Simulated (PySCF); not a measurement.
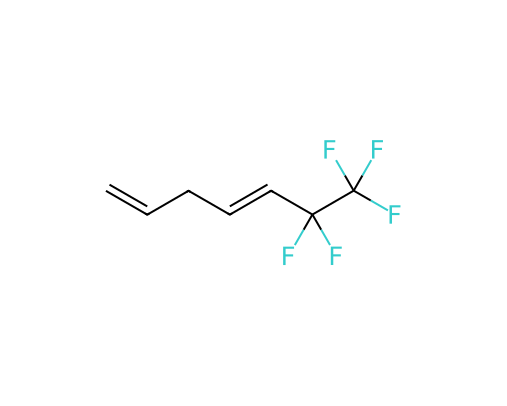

A structural formula.

> Write the SMILES.

C=CC/C=C/C(F)(F)C(F)(F)F

> Give the formula, hydrogens included.

C7H7F5.

> An optimisation with PBE0-D3(BJ)/def2-SVP gave a structure of which point group?

C1. Other conformers may differ.

More results for the same structure follow; atom numbers are the same in all pictures, views and colours differ. Computed geometry: PBE0-D3(BJ)/def2-SVP optimisation. No frequency run is at hand to confirm it as a minimum.

### Shape

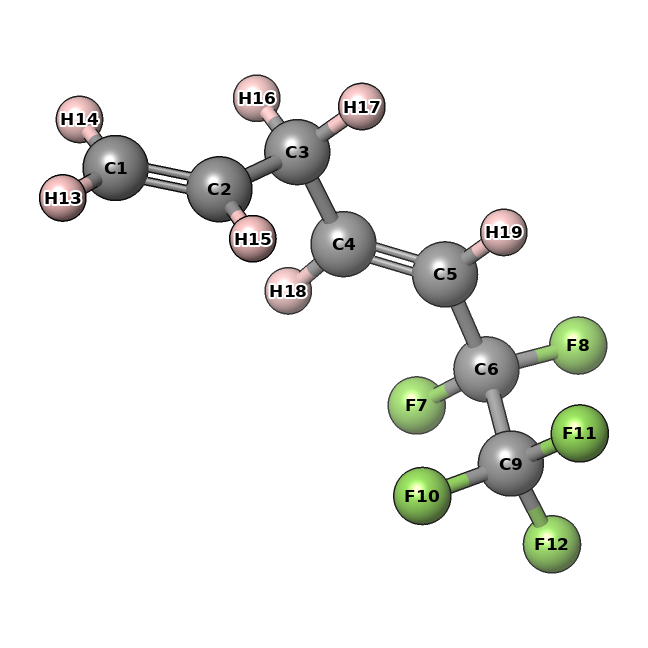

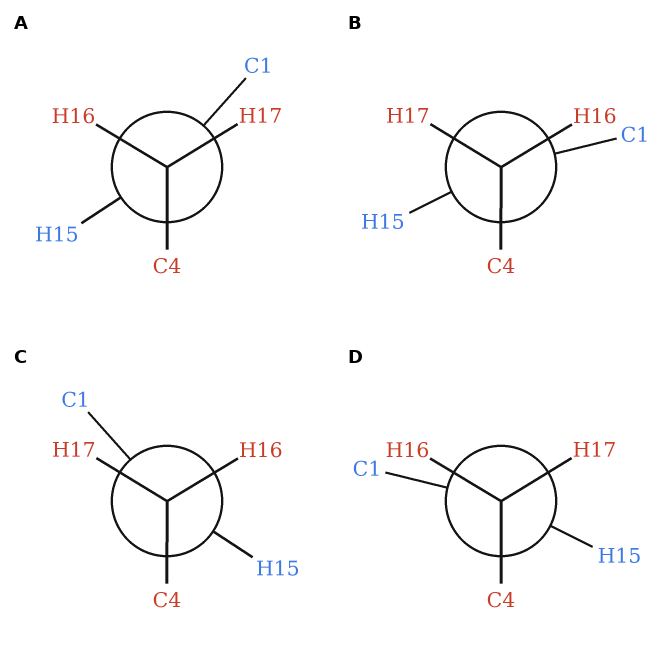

Depth is shown by fading: the farther an atom, the more it takes the colour of the background. Bonds that would overlap in a projection are set slightly apart. No frequency run is at hand to confirm it as a minimum.

> Which Newman projection shows the view along C3–C2, with C3 in front?

B. The torsion angle C4–C3–C2–C1 is −115°, anticlinal.

### Electronic properties

No frequency run is at hand to confirm it as a minimum. Method: PBE0/pcSseg-1 in acetonitrile (IEF-PCM) (PySCF 2.14.0).

> Give the dipole moment at this level.

3.32 D.

> Estimate the HOMO–LUMO gap.

6.88 eV.

> What is the HOMO energy (Kohn–Sham orbital)?

−7.63 eV.

### Bond orders

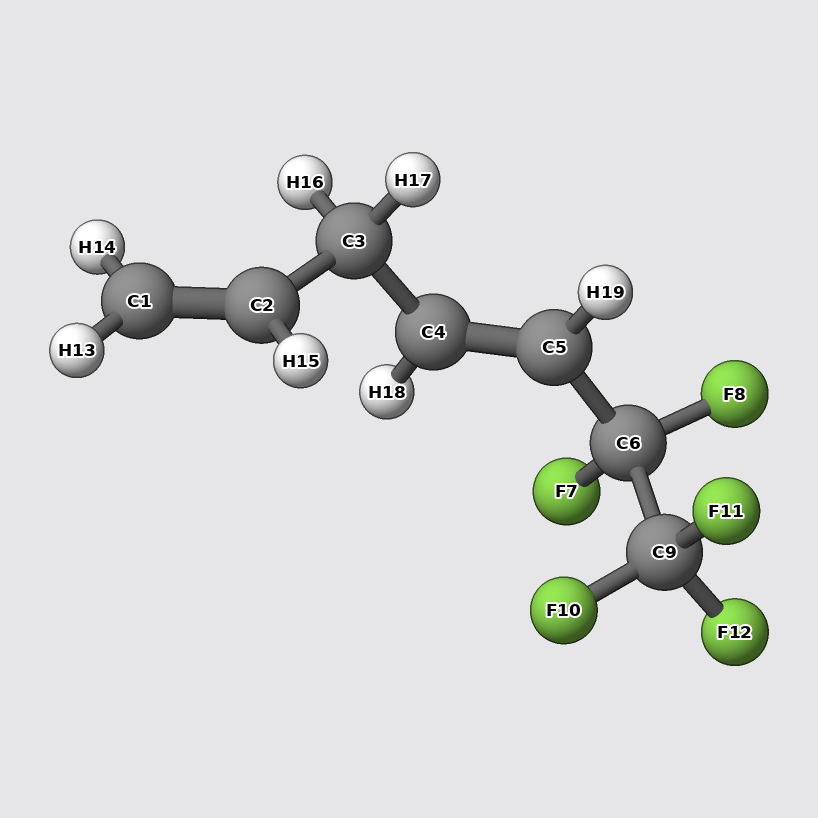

The thickness of each stick grows with its Mayer bond order. No frequency run is at hand to confirm it as a minimum. Level of theory: PBE0/pcSseg-1 in acetonitrile (IEF-PCM) (PySCF 2.14.0).

> Which bond between heavy atoms has the highest Mayer bond order?

C1–C2, 1.97, at a length of 1.333 Å.

List the Mayer bond orders of C1–C2, C2–C3, C3–C4, C4–C5, C5–C6, C6–F7, C6–F8, C6–C9, C9–F10, C9–F11, C9–F12 (bonds between heavy atoms, one of each equivalent set).

| bond | Mayer order | length (Å) |
| --- | --- | --- |
| C1–C2 | 1.97 | 1.333 |
| C2–C3 | 1.01 | 1.503 |
| C3–C4 | 1.03 | 1.497 |
| C4–C5 | 1.81 | 1.333 |
| C5–C6 | 1.01 | 1.492 |
| C6–F7 | 0.96 | 1.348 |
| C6–F8 | 0.93 | 1.352 |
| C6–C9 | 0.91 | 1.542 |
| C9–F10 | 1.02 | 1.328 |
| C9–F11 | 1.01 | 1.331 |
| C9–F12 | 1.02 | 1.324 |

### NMR shielding

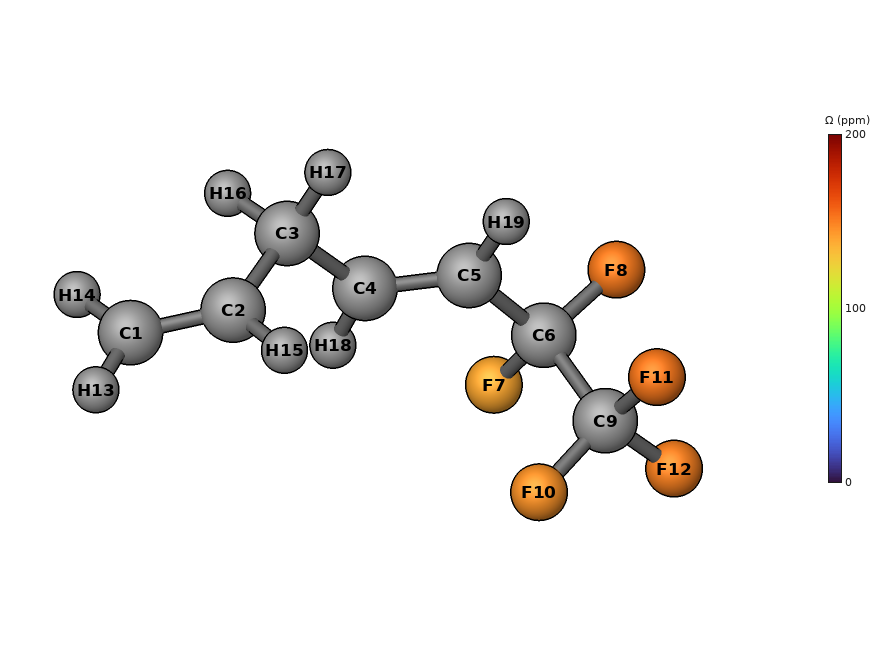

The F atoms are coloured by the span of their shielding tensor. No frequency run is at hand to confirm it as a minimum. Method: GIAO PBE0/pcSseg-1 NMR shielding, non-relativistic, IEF-PCM acetonitrile (PySCF 2.14.0). Principal shieldings σ11 ≤ σ22 ≤ σ33, span Ω = σ33 − σ11, skew κ = 3(σiso − σ22)/Ω.

Give the shielding tensors of the F atoms.

```json
{"atom": "F7", "σ11": "237.6", "σ22": "358.8", "σ33": "376.3", "σiso": "324.2", "Ω": "138.7", "κ": "−0.75"}
{"atom": "F8", "σ11": "214.5", "σ22": "350.9", "σ33": "365.0", "σiso": "310.2", "Ω": "150.5", "κ": "−0.81"}
{"atom": "F10", "σ11": "199.8", "σ22": "273.8", "σ33": "344.4", "σiso": "272.7", "Ω": "144.5", "κ": "−0.02"}
{"atom": "F11", "σ11": "197.2", "σ22": "272.8", "σ33": "348.3", "σiso": "272.8", "Ω": "151.1", "κ": "0.00"}
{"atom": "F12", "σ11": "207.9", "σ22": "287.5", "σ33": "356.6", "σiso": "284.0", "Ω": "148.6", "κ": "−0.07"}
```

Shieldings and span in ppm.

### Charges

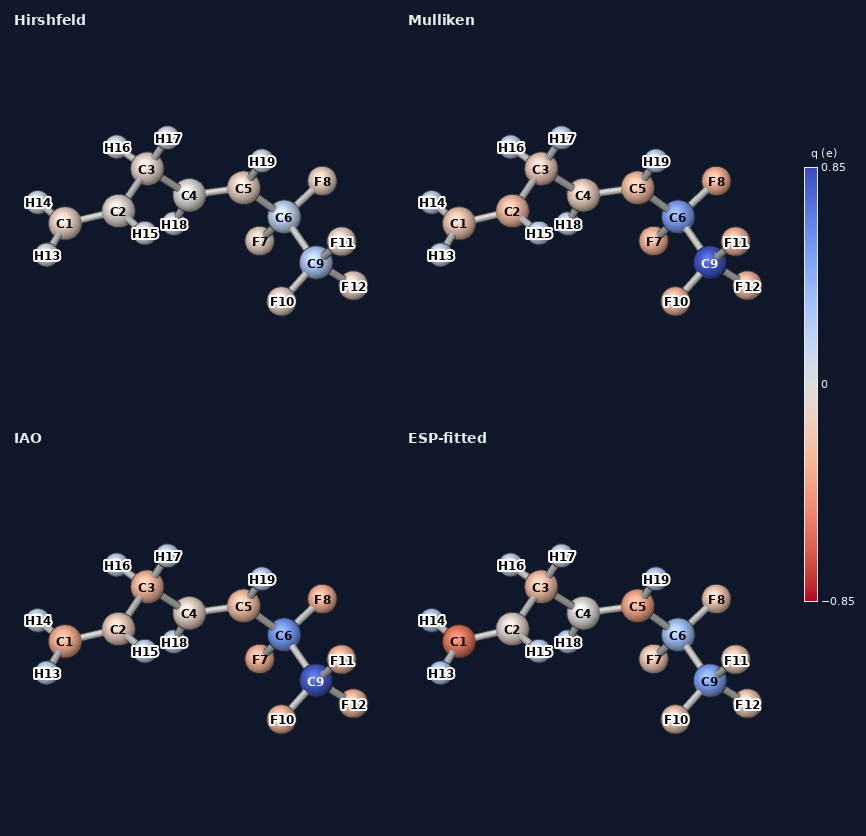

Atomic charges of one calculation by 4 schemes, on one colour scale. No frequency run is at hand to confirm it as a minimum. Level of theory: PBE0/pcSseg-1 in acetonitrile (IEF-PCM) (PySCF 2.14.0).

> On which atom do the schemes disagree most?

On C9 (from 0.24 to 0.81 e).

List the charges (e), one line for each set of equivalent atoms.

```csv
atom,Hirshfeld,Mulliken,IAO,ESP-fitted
C1,−0.11,−0.18,−0.32,−0.53
C2,−0.04,−0.25,−0.13,−0.05
C3,−0.06,−0.14,−0.27,−0.23
C4,−0.01,−0.11,−0.09,−0.01
C5,−0.10,−0.24,−0.23,−0.35
C6,0.15,0.48,0.53,0.30
F7,−0.08,−0.29,−0.29,−0.17
F8,−0.10,−0.29,−0.29,−0.18
C9,0.24,0.81,0.79,0.48
F10,−0.09,−0.26,−0.27,−0.17
F11,−0.08,−0.26,−0.27,−0.16
F12,−0.09,−0.26,−0.27,−0.16
H13,0.05,0.14,0.16,0.21
H14,0.05,0.13,0.15,0.23
H15,0.05,0.13,0.15,0.14
H16,0.06,0.15,0.16,0.14
H17,0.06,0.15,0.16,0.14
H18,0.05,0.14,0.16,0.16
H19,0.06,0.15,0.17,0.21
```

Mulliken values depend strongly on the basis set and can even reverse the polarity of a bond.
